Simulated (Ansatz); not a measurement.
**Moving the knobs of a GW run on BiB (4H polytype) (P6_3mc)**

A base run on BiB (4H polytype) (P6_3mc), then changed inputs.

Program: Ansatz 0.2.0. Level of theory: G0W0 on PBE, plane waves, PAW. Results are calculated unless marked as measured.

The structure was built from a prototype and need not be the compound's stable phase.

## (1) The starting structure

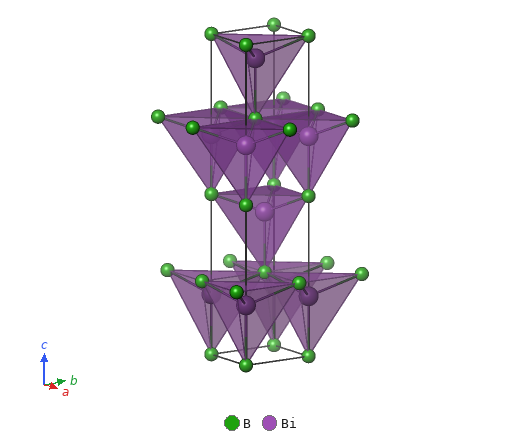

The cell as given, slightly off an axis (boron green, bismuth purple). Bonds to atoms that aren't drawn are left out. Some periodic images of atoms are drawn too.

The structure was relaxed with PBE. The structure type comes from a generator and need not be one that this composition takes. The runs that relaxed it are not among those shown. Spin-orbit coupling is left out unless a step names it. The default PAW set here is soft_2. Its files were made with PBE.

## (2) The base run: 6×6×2 mesh, 232 empty bands, screening to 72 eV

G0W0 replaces the xc potential by the self-energy, built once from these orbitals. Only a window of levels is corrected, while the sums run over the empty bands that the input names.

Input file input.yaml:

```yaml
crystal:
  lattice:
    - [3.8956272968, 0.0, 0.0]
    - [-1.9478136484, 3.3737122027, 0.0]
    - [0.0, 0.0, 12.7602919113]
  atoms:
    - { symbol: B, position: [0.0, 0.0, 0.0004571309] }
    - { symbol: B, position: [0.3333333333, 0.6666666667, 0.2494352804] }
    - { symbol: B, position: [0.0, 0.0, 0.5004571309] }
    - { symbol: B, position: [0.6666666667, 0.3333333333, 0.7494352804] }
    - { symbol: Bi, position: [0.0, 0.0, 0.187221663] }
    - { symbol: Bi, position: [0.3333333333, 0.6666666667, 0.4378859257] }
    - { symbol: Bi, position: [0.0, 0.0, 0.687221663] }
    - { symbol: Bi, position: [0.6666666667, 0.3333333333, 0.9378859257] }
kpoints:
  mp_grid: { grid: [6, 6, 2] }
hamiltonian:
  xc: pbe
scf:
  occupations: { method: fixed }
gw:
  n_empty_bands: 232
  ecut_chi: 72
  qp_bands: [v2, c2]
  qp_kpoints: band_edges
  screening: { model: contour_deformation }
```

The run is started by

```sh
ansatz run input.yaml --threads 8 --pin off --max-ram 17510MiB --backend cpu --events-out ev --progress --plain --runs-dir out
```

Numbers of over 12 decimals in the logs are rounded to 6 here.

The log of the run:

```text
Engine: ansatz 0.2.0, aarch64-unknown-linux-gnu
Pseudopotentials: kind: paw
Pseudopotential: B, paw, valence charge 3, recommended cutoff 420 eV (normal), B.paw.azcp
Pseudopotential: Bi, paw, valence charge 15, recommended cutoff 420 eV (normal), Bi.paw.azcp
Functional definition: PBE
  parameter kappa = 0.804
  parameter beta = 0.066725
  exchange = pbe_x(kappa = kappa, mu = beta*pi^2/3)
  correlation = pbe_c(beta = beta)
Crystal: 8 atoms, lattice volume = 167.705 Å³
Basis set: ecut = 420 eV, 3319 PW (Γ)
Bands: 44, of which v1, the nominal top of the filled ones, is band 36 counted from 1 (35 counted from 0)
Symmetry: 12 space group operations
Space group: P63mc (ITA 186), of the structure as read, at distance tolerance 5.5e-5 Å
k-points: 14 of 72
Non-local potential: B, projectors of the file, l = 0: 2, l = 1: 2, l = 2: 1
Non-local potential: Bi, projectors of the file, l = 0: 2, l = 1: 2, l = 2: 2, l = 3: 2
PAW form: soft (Blöchl's): semilocal exchange-correlation on the pseudo side does not see the compensation charge
PAW one-centre angular grid: B, 110 points (default); XC on 64 Gauss nodes
PAW one-centre angular grid: Bi, 590 points (default); XC on 64 Gauss nodes
Initial density: superposition of atomic densities (neutral atoms: chi_scale 0, normalization atom), corrected by the library's trained network
Initial wavefunctions: pseudopotential atomic-orbital guess
Functional: x = pbe(κ = 0.804, μ = 0.219515), c = pbe(β = 0.066725)
SCF iter   1: F=—  HF=-50203.414258 eV  |F-HF|=—  |Δ(HF+E_count)|=         —  Δρ=2.15e-3  dr2=1.03e-2  ethr=1.77e-3  ⟨swp⟩=5.1  Hψ=2265  notcnv=0  defer=77
preconditioner: auto → Resta (q_TF=auto, 2.370 Å⁻¹)  ε∞=2.8  [insulator: Δε(μ)=0.193 eV  Ē_g=18.021 eV  n_scr=38 (ndim 8)  ℏωp=24.3 eV  f_vac=0.008  ε∞_Penn≈2.8]
SCF iter   2: F=—  HF=-50203.412769 eV  |F-HF|=—  |Δ(HF+E_count)|=   1.49e-3  Δρ=9.69e-4  dr2=1.67e-3  ethr=1.43e-5  ⟨swp⟩=2.6  Hψ=1212  notcnv=0  defer=83
SCF iter   3: F=—  HF=-50203.413816 eV  |F-HF|=—  |Δ(HF+E_count)|=   1.05e-3  Δρ=3.67e-4  dr2=2.56e-4  ethr=2.32e-6  ⟨swp⟩=2.0  Hψ=794  notcnv=0  defer=83
SCF iter   4: F=—  HF=-50203.414119 eV  |F-HF|=—  |Δ(HF+E_count)|=   3.04e-4  Δρ=8.16e-5  dr2=1.93e-5  ethr=3.55e-7  ⟨swp⟩=2.0  Hψ=816  notcnv=0  defer=83
SCF iter   5: F=—  HF=-50203.414144 eV  |F-HF|=—  |Δ(HF+E_count)|=   2.53e-5  Δρ=3.13e-5  dr2=3.51e-6  ethr=2.68e-8  ⟨swp⟩=2.0  Hψ=796  notcnv=0  defer=50
SCF iter   6: F=—  HF=-50203.414145 eV  |F-HF|=—  |Δ(HF+E_count)|=   9.73e-7  Δρ=1.27e-5  dr2=6.50e-7  ethr=4.87e-9  ⟨swp⟩=3.0  Hψ=1086  notcnv=0  defer=51
SCF iter   7: F=-50203.414146 eV  HF=-50203.414146 eV  |F-HF|=1.97e-8  |Δ(HF+E_count)|=   1.86e-7  Δρ=3.33e-6  dr2=3.52e-8  ethr=1.39e-10  ⟨swp⟩=9.1  Hψ=2319  notcnv=0
SCF 1 converged in 7 iterations: F = -50203.414146 eV  dr2 = 3.52e-8
[...]
E_vxc        = -716.179043  (∫ρ·V_xc dr)
  E_paw        = -42975.467906  (= ΣΔE_a)
  E_vpaw       = -1164.969159  (= ΣTr[D̂ρ^β])
  E_aug_tail   = -0.001783  (compensation charges beyond the density's cutoff)
  E_ewald      = -5977.834295
  E_smearing   = -0.000000  (= −TS)
  E_closure    = 0.000000  (closes the sum)
  Σ components = -50203.414146   (vs F -50203.414146, Δ=0.00e0)
--- Band table (eV; the first three rows and the last of 14) ---
  k-point 0: bands = [... 32 lower, 9.4281, 10.2815, 10.3929, 10.3929, 10.5808, 10.6243, 10.9214, 11.2806, ... 4 higher]
  k-point 1: bands = [... 32 lower, 10.0344, 10.0344, 10.0344, 10.0344, 10.6925, 10.6925, 11.5004, 11.5004, ... 4 higher]
  k-point 2: bands = [... 32 lower, 8.8438, 8.8558, 9.7096, 9.8827, 11.6455, 11.7225, 11.8566, 12.4120, ... 4 higher]
  k-point 13: bands = [... 32 lower, 7.3287, 7.3287, 7.6884, 7.6884, 11.9053, 11.9053, 12.9300, 12.9300, ... 4 higher]
--- G₀W₀: contour deformation, 8 samples at zero and on the imaginary axis and 1 off it, 72 q-points, 232 empty bands' worth ---
  eigenvalues of the whole cell's RPA ε∞ on this k-mesh (on a slab, of 1 + 4πα/V) = 103.8250, 283.9743, 283.9743; static W/v taken at q = 0 is 0.004092
  bands read: the sum over 268 bands ends inside a degenerate multiplet in 1 slot, whose members it reads at an even weight; the widest, k=12: bands 268 to 269 (counted from 1) at 1/2 each
  gw.qp_kpoints: band_edges: 9 of 14 stored k-points solved, in 1 pass; an edge of the gap read off the rows below is read off those points alone
    valence top: of the k-points left out ik 8 came nearest to being solved in a further pass, in band 36 (counted from 1, as in the quasiparticle table): it holds the edge there only if its correction is more favourable than any solved in that band by at least 1.307 eV; those differ by 0.205 eV
    conduction bottom: of the k-points left out ik 10 came nearest to being solved in a further pass, in band 37 (counted from 1, as in the quasiparticle table): it holds the edge there only if its correction is more favourable than any solved in that band by at least 0.877 eV; those differ by 0.187 eV
    ik  band        ε_KS         Σx   Σc(E_QP)       V_xc       Z   E_QP_lin       E_QP  E_QP is
     0    35     10.3929   -14.7611     0.6341   -14.1571  0.7390    10.4230    10.4231  root
     0    36     10.3929   -14.7611     0.6341   -14.1571  0.7390    10.4230    10.4231  root
     0    37     10.5808   -11.0170    -3.2682   -14.5934  0.7405    10.8973    10.8891  root
     0    38     10.6243   -11.9411    -3.3491   -15.7021  0.7360    11.0534    11.0362  root
     1    35     10.0344   -14.7608     0.7838   -13.9753  0.7408    10.0327    10.0327  root
     1    36     10.0344   -14.7608     0.7838   -13.9753  0.7408    10.0327    10.0327  root
     1    37     10.6925   -10.3097    -3.4366   -14.0337  0.7420    10.9865    10.9800  root
     1    38     10.6925   -10.3097    -3.4366   -14.0337  0.7420    10.9865    10.9800  root
[...]
13    35      7.6884   -14.8741     1.8073   -12.8922  0.7216     7.5108     7.5138  root
    13    36      7.6884   -14.8741     1.8073   -12.8922  0.7216     7.5108     7.5138  root
    13    37     11.9053    -7.8678    -3.8288   -11.8182  0.7482    12.0280    12.0270  root
    13    38     11.9053    -7.8678    -3.8288   -11.8182  0.7482    12.0280    12.0270  root
[key lines of the parts left out:]
SCF converged after 7 iterations
Free energy (F): -50203.414146 eV
Fermi energy:    10.392892 eV
```

Wall time 1.8 min (8 threads of Arm Neoverse V2, shared host); peak memory 2.7 GiB.

The column dr2 measures how far the density is from self-consistency, as an energy; F and HF (Harris–Foulkes) agree once it is small.

This step gave:

- bands summed: 268
- RPA ε∞ on this mesh (eigenvalues): 103.8, 284.0, 284.0
- plane waves in the screening matrix: 227
- q-points in the mesh: 72
- G0W0 gap on the mesh: 0.4660 eV
- k of the valence top: 0, 0, 0
- k of the conduction bottom: 0, 0, 0
- starting gap on the mesh: 0.1879 eV
- Z at the valence top: 0.7390
- Z at the conduction bottom: 0.7405
- least direct G0W0 gap on the computed points: 0.4660 eV

The gap on the mesh goes from 0.19 eV to 0.47 eV, a correction of +0.28 eV. Between the two edge states, bare exchange in place of the xc potential would open the gap by 4.18 eV, and correlation takes back 3.90 eV.

## (3) Variant: norm-conserving files, smooth pair densities

This step: G0W0 on PBE, plane waves, norm-conserving pseudopotentials.

Edit input.yaml of step 2 so:

```diff
@@ -18,2 +18,3 @@
   xc: pbe
+  pseudopotentials: { kind: nc }
 scf:
@@ -21,4 +22,4 @@
 gw:
-  n_empty_bands: 232
-  ecut_chi: 72
+  n_empty_bands: 272
+  ecut_chi: 80
   qp_bands: [v2, c2]
@@ -26 +27,2 @@
   screening: { model: contour_deformation }
+  pair_densities: pseudo
```

The log of the run:

```text
[...]
Crystal: 8 atoms, lattice volume = 167.705 Å³
Basis set: ecut = 1116 eV, 14229 PW (Γ)
Bands: 44, of which v1, the nominal top of the filled ones, is band 36 counted from 1 (35 counted from 0)
[... 1 set-up line as in the run before ...]
[...]
k-points: 14 of 72
[...]
SCF iter   1: F=—  HF=-9224.020230 eV  |F-HF|=—  |Δ(HF+E_count)|=         —  Δρ=5.55e-2  dr2=9.67e0  ethr=3.10e-3  ⟨swp⟩=5.3  Hψ=2058  notcnv=0  defer=72
[...]
SCF iter   9: F=-9221.347144 eV  HF=-9221.347144 eV  |F-HF|=6.19e-9  |Δ(HF+E_count)|=   3.37e-7  Δρ=4.60e-6  dr2=3.34e-8  ethr=1.39e-10  ⟨swp⟩=12.9  Hψ=2651  notcnv=0
SCF 1 converged in 9 iterations: F = -9221.347144 eV  dr2 = 3.34e-8
NSCF: frozen V_eff on 14 k-points
G₀W₀ screening: q 1/14
[... further progress lines ...]
SCF converged after 9 iterations
Free energy (F): -9221.347144 eV
[...]
Internal energy: -9221.347144 eV  (E = F + TS)
E sigma→0 (E₀):  -9221.347144 eV
Fermi energy:    10.518164 eV
[...]
--- Band table (eV; the first three rows and the last of 14) ---
  k-point 0: bands = [... 32 lower, 9.5535, 10.4066, 10.5182, 10.5182, 10.7013, 10.7427, 11.0435, 11.4014, ... 4 higher]
  k-point 1: bands = [... 32 lower, 10.1597, 10.1597, 10.1597, 10.1597, 10.8139, 10.8139, 11.6216, 11.6216, ... 4 higher]
  k-point 2: bands = [... 32 lower, 8.9694, 8.9814, 9.8352, 10.0078, 11.7689, 11.8456, 11.9804, 12.5338, ... 4 higher]
  k-point 13: bands = [... 32 lower, 7.4549, 7.4549, 7.8148, 7.8148, 12.0323, 12.0323, 13.0530, 13.0530, ... 4 higher]
[...]
0    35     10.5182   -13.4189     0.7548   -12.5159  0.7375    10.3683    10.3699  root
     0    36     10.5182   -13.4189     0.7548   -12.5159  0.7375    10.3683    10.3699  root
     0    37     10.7013    -9.0552    -3.3044   -12.3956  0.7379    10.7374    10.7374  root
     0    38     10.7427    -9.6745    -3.3717   -13.0575  0.7335    10.7541    10.7541  root
     1    35     10.1597   -13.5017     0.9455   -12.3489  0.7395     9.9492     9.9524  root
     1    36     10.1597   -13.5017     0.9455   -12.3489  0.7395     9.9492     9.9524  root
     1    37     10.8139    -8.4289    -3.4661   -11.9406  0.7400    10.8596    10.8595  root
     1    38     10.8139    -8.4289    -3.4661   -11.9406  0.7400    10.8596    10.8595  root
[...]
13    35      7.8148   -14.0224     2.0848   -11.5165  0.7201     7.3749     7.3937  root
    13    36      7.8148   -14.0224     2.0848   -11.5165  0.7201     7.3749     7.3937  root
    13    37     12.0323    -6.4192    -3.8676   -10.3541  0.7475    12.0998    12.0996  root
    13    38     12.0323    -6.4192    -3.8676   -10.3541  0.7475    12.0998    12.0996  root
```

It took 4.5 min on 8 threads; peak memory 8 GiB.

The G0W0 gap on the mesh is 0.367 eV.

Against the base:

| setting | base | variant |
| --- | --- | --- |
| files | default PAW | norm-conserving |
| empty bands | 232 | 272 |
| screening cutoff (eV) | 72 | 80 |
| pair densities | - | pseudo |

| quantity | variant | base |
| --- | --- | --- |
| starting gap on the mesh | 0.183 | 0.188 |
| G0W0 gap on the mesh | 0.367 | 0.466 |
| least direct G0W0 gap on the computed points | 0.367 | 0.466 |
| Z at the valence top | 0.738 | 0.739 |
| Z at the conduction bottom | 0.738 | 0.740 |

## (4) Results

```
base                                         : 0.47 eV, 1.8 min
norm-conserving files, smooth pair densities : 0.37 eV, 4.5 min
```

In words: Norm-conserving files, smooth pair densities: the gap moves by −0.10 eV and the time by a factor of 2.5 (the plane-wave cutoff goes from 420 to 1116 eV). The variant differs from the base in files, empty bands, screening cutoff and pair densities together, so the change can't be laid to one of them. All runs here use a coarse mesh and modest cutoffs; they test settings and are not final values. The 6×6×2 mesh is coarse for this cell (its supercell is 23 Å along the shortest edge). The RPA ε∞ on it, from the PBE start, is 103.83 and 283.97; such meshes misread the long-range screening, most where the gap is narrow. Where an edge is built on 6p states of lead, bismuth or thallium, scalar-relativistic gaps usually stand too wide, by a few tenths to over one eV. With atoms this heavy and so narrow a gap, spin-orbit coupling can invert the bands. These scalar-relativistic gaps are then model values, not to be set against experiment, and a spin-orbit change taken from DFT can't simply be added. On this mesh the RPA ε∞ passes 90, more than nearly any semiconductor shows; a coarse mesh does this where one point with a narrow direct gap carries much weight. The screening is then too strong, and the G0W0 gap should not be taken as the material's.

[Paths, hosts, dates, memory and timing lines, banners, echoed tables and standing remarks are left out of the program output.]

[Logs are printed without paths, hosts, clocks, repeated set-up lines and the standing remarks that a program may print on its own settings, such as how far it seeks lower states.]

[Runs of the session that timed out or met a known fault of the program may be left out.]

[Cells called generated may have been cut or substituted from an entry of the Crystallography Open Database or the Materials Project.]

[Hosts, paths, dates, database ids (printed as entryN), source tags and the programs' standing remarks are cut or masked in the printed files.]
